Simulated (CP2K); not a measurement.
**CH3BBr (SMILES C[B]Br): a first try and a second**

Wanted: energy and gradient of CH3BBr, GFN2-xTB.

The calculation is run with CP2K 2026.2.

2 further runs of the same task are left out: 2 set aside as unsound or not needed.

## 1. The structure to begin with

The species is CH3BBr (6 atoms), meant as a doublet with charge 0. As SMILES, `C[B]Br`. The shape is that of a PBE0-D4/def2-TZVP optimisation.

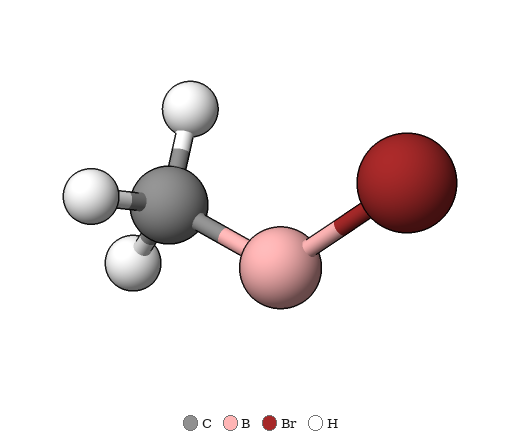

Viewed from a chosen angle; carbon grey, boron pink, bromine red, hydrogen white.

## 2. First attempt

Input file molecule.xyz:

```xyz
6

C     -0.320400     0.337300    -0.311000
B      0.157600    -1.056200     0.144200
Br     1.616800    -1.419300     1.288500
H     -1.026400     0.687700     0.455600
H      0.485000     1.076000    -0.369800
H     -0.870300     0.310400    -1.253600
```

Input file mol.inp:

```
&GLOBAL
 PROJECT_NAME mol
 RUN_TYPE ENERGY_FORCE
 PRINT_LEVEL MEDIUM
&END GLOBAL

&FORCE_EVAL
 METHOD QUICKSTEP
 &DFT
  ! Quickstep
  &QS
   METHOD XTB
   EPS_DEFAULT 1.0E-10
   &XTB
    GFN_TYPE TBLITE
    &TBLITE
     METHOD GFN2
    &END TBLITE
    CHECK_ATOMIC_CHARGES F
   &END XTB
  &END QS
  &POISSON
   PERIODIC NONE
   POISSON_SOLVER ANALYTIC
  &END POISSON
  &SCF
   SCF_GUESS ATOMIC
   EPS_SCF 1.0E-07
   MAX_SCF 150
   ADDED_MOS 8
   &DIAGONALIZATION
    ALGORITHM STANDARD
   &END DIAGONALIZATION
   &MIXING
    METHOD DIRECT_P_MIXING
    ALPHA 0.4
   &END MIXING
   &SMEAR ON
    METHOD FERMI_DIRAC
    ELECTRONIC_TEMPERATURE [K] 300
   &END SMEAR
  &END SCF
  ! extra output
  &PRINT
   &MOMENTS
    PERIODIC F
    REFERENCE COM
    MAX_MOMENT 1
   &END MOMENTS
   &MO ON
    ENERGIES T
    OCCUPATION_NUMBERS T
    NDIGITS 6
    &EACH
     QS_SCF 0
    &END EACH
    ADD_LAST NUMERIC
   &END MO
   &HIRSHFELD OFF
   &END HIRSHFELD
  &END PRINT
 &END DFT
 &SUBSYS
  ! vacuum box
  &CELL
   ABC 10.6 10.5 10.5
   PERIODIC NONE
  &END CELL
  &TOPOLOGY
   COORD_FILE_NAME molecule.xyz
   COORD_FILE_FORMAT XYZ
   &CENTER_COORDINATES
   &END CENTER_COORDINATES
  &END TOPOLOGY
 &END SUBSYS
 ! extra output
 &PRINT
  &FORCES ON
  &END FORCES
 &END PRINT
&END FORCE_EVAL
```

The run is started by

```bash
$ OMP_NUM_THREADS=1 cp2k.psmp mol.inp > mol.out
```

What it wrote:

```text
CP2K| version string:                                       CP2K version 2026.2
[...]
 GLOBAL| Method name                                                        CP2K
[...]
 GLOBAL| Run type                                                   ENERGY_FORCE
[...]
                             - Atoms:                                          6
[...]
                             - Spherical basis functions:                     20
[...]
 Number of electrons:                                                         17
[...]
  *** SCF run converged in    19 steps ***
[...]
  Fermi energy:                                                -0.30147067704226
[...]
 TB_DIPOLE| Moment [Debye]         -1.55418391       0.44962396      -1.09729266
 TB_DIPOLE| Derivative [a.u.]       0.00000000       0.00000000       0.00000000
[...]
 ENERGY| Total FORCE_EVAL ( QS ) energy [hartree]             -8.920073505886645
 FORCES| Atomic forces [hartree/bohr]
 FORCES|   Atom     x               y               z               |f|
 FORCES|      1 -4.06425434E-03  3.63493238E-03  1.81822274E-03   5.74776746E-03
 FORCES|      2  1.01517415E-02 -1.26433430E-02  7.68212744E-03   1.79423259E-02
 FORCES|      3 -6.97480391E-03  3.10605738E-03 -5.30602440E-03   9.29781571E-03
 FORCES|      4  1.79186596E-03  1.17830559E-03 -3.47298000E-03   4.08176160E-03
 FORCES|      5 -2.44677044E-03  2.51268961E-04 -2.00186515E-03   3.17132240E-03
 FORCES|      6  1.54222127E-03  4.47277872E-03  1.28051937E-03   4.90142079E-03
 FORCES| Sum    -2.10335221E-17  8.67361738E-18  1.10371781E-16
 FORCES| Total atomic force                                       1.12692372E-16
[...]
```

It took 1.1 s on 1 thread of AMD EPYC 7R43 (Zen 3), shared host; peak memory 0.18 GiB.

## 3. Reading the log

It ran to the end. The result can't be trusted all the same.

The fault: the electron count doesn't fit the spin or reference typed: an even count needs an odd multiplicity, an odd count an even one. To mend it: reference UKS in place of RKS.

## 4. Second attempt

molecule.xyz is that of step 2.

Input file job.inp:

```
&GLOBAL
 PROJECT_NAME job
 RUN_TYPE ENERGY_FORCE
 PRINT_LEVEL MEDIUM
&END GLOBAL

&FORCE_EVAL
 METHOD QS
 &DFT
  MULTIPLICITY 2
  LSD T
  &QS
   METHOD XTB
   EPS_DEFAULT 1.0E-10
   &XTB
    GFN_TYPE TBLITE
    &TBLITE
     METHOD GFN2
    &END TBLITE
    CHECK_ATOMIC_CHARGES F
   &END XTB
  &END QS
  # no periodic images
  &POISSON
   PERIODIC NONE
   POISSON_SOLVER ANALYTIC
  &END POISSON
  # self-consistent field
  &SCF
   SCF_GUESS ATOMIC
   EPS_SCF 1.0E-07
   MAX_SCF 150
   ADDED_MOS 8
   &DIAGONALIZATION
    ALGORITHM STANDARD
   &END DIAGONALIZATION
   &MIXING
    METHOD DIRECT_P_MIXING
    ALPHA 0.4
   &END MIXING
   &SMEAR ON
    METHOD FERMI_DIRAC
    ELECTRONIC_TEMPERATURE [K] 300
   &END SMEAR
  &END SCF
  &PRINT
   &MOMENTS
    PERIODIC F
    REFERENCE COM
    MAX_MOMENT 1
   &END MOMENTS
   &MO ON
    ENERGIES T
    OCCUPATION_NUMBERS T
    NDIGITS 6
    &EACH
     QS_SCF 0
    &END EACH
    ADD_LAST NUMERIC
   &END MO
   &HIRSHFELD OFF
   &END HIRSHFELD
  &END PRINT
 &END DFT
 # structure
 &SUBSYS
  &CELL
   ABC 10.6 10.5 10.5
   PERIODIC NONE
  &END CELL
  &TOPOLOGY
   COORD_FILE_NAME molecule.xyz
   COORD_FILE_FORMAT XYZ
   &CENTER_COORDINATES
   &END CENTER_COORDINATES
  &END TOPOLOGY
 &END SUBSYS
 # extra output
 &PRINT
  &FORCES ON
  &END FORCES
 &END PRINT
&END FORCE_EVAL
```

The run is started by

```bash
$ OMP_NUM_THREADS=1 cp2k.psmp job.inp > job.out
```

What it wrote:

```text
CP2K| version string:                                       CP2K version 2026.2
[...]
 GLOBAL| Method name                                                        CP2K
[...]
 GLOBAL| Run type                                                   ENERGY_FORCE
[...]
                             - Atoms:                                          6
[...]
                             - Spherical basis functions:                     20
[...]
 Number of electrons:                                                          9
[...]
  *** SCF run converged in    22 steps ***
[...]
  Fermi energy:                                                -0.30231310952464
[...]
 TB_DIPOLE| Moment [Debye]         -1.57212781       0.44092096      -1.10192380
 TB_DIPOLE| Derivative [a.u.]       0.00000000       0.00000000       0.00000000
[...]
 ENERGY| Total FORCE_EVAL ( QS ) energy [hartree]             -8.927052632354149
 FORCES| Atomic forces [hartree/bohr]
 FORCES|   Atom     x               y               z               |f|
 FORCES|      1 -3.46270928E-03  4.56407381E-03  1.58888290E-03   5.94522280E-03
 FORCES|      2  8.81163467E-03 -1.35733942E-02  6.83331632E-03   1.75663356E-02
 FORCES|      3 -5.91353617E-03  3.15926883E-03 -4.57285376E-03   8.11553332E-03
 FORCES|      4  1.82886560E-03  1.34936032E-03 -3.47284291E-03   4.15044101E-03
 FORCES|      5 -2.81717765E-03  3.11548557E-04 -1.77852165E-03   3.34614580E-03
 FORCES|      6  1.55292283E-03  4.18914266E-03  1.40201910E-03   4.68253597E-03
 FORCES| Sum    -1.47451495E-17  1.70002901E-16 -4.05491613E-17
 FORCES| Total atomic force                                       1.75392817E-16
[...]
```

It took 1.1 s on 1 thread of AMD EPYC 7R43 (Zen 3), shared host; peak memory 0.18 GiB.

## 5. Summary of results

Level: GFN2-xTB.

```
                                 quantity        value
                             total energy  -8.92705 Eh
dipole moment (from atomic charges alone)       1.97 D
       HOMO energy (highest over α and β)     -8.67 eV
        LUMO energy (lowest over α and β)     -7.78 eV
                 largest force on an atom   0.903 eV/Å
```

In words: The dipole comes from point charges on the atoms alone, without atomic dipoles, so it is partial. The largest force is 0.90 eV/Å: the shape isn't a stationary point for this species at this level.
